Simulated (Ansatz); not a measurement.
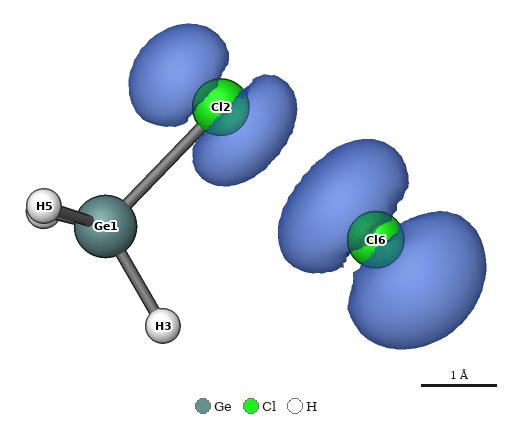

ClGeH$_{3}$···Cl (doublet). Isosurface of the spin density (α minus β) at +0.02 e/Å³ (blue), seen across its widest extent.

All numbers below come from UKS PBE/def2-SVP in Ansatz.

```yaml
atoms:
  - { symbol: Ge, position_ang: [-0.0785, 0.0000, 0.2406] }
  - { symbol: Cl, position_ang: [-1.2606, 0.0000, 2.1228] }
  - { symbol: H, position_ang: [1.3993, 0.0000, 0.6668] }
  - { symbol: H, position_ang: [-0.5102, 1.2826, -0.5057] }
  - { symbol: H, position_ang: [-0.5102, -1.2826, -0.5057] }
  - { symbol: Cl, position_ang: [0.9617, 0.0000, 3.7125] }
```

Q: Where is the unpaired spin?

A: The unpaired spin (1 electron) lies mostly on Cl6 (about 0.8) and Cl2 (about 0.2), in electrons by Hirshfeld's partition.
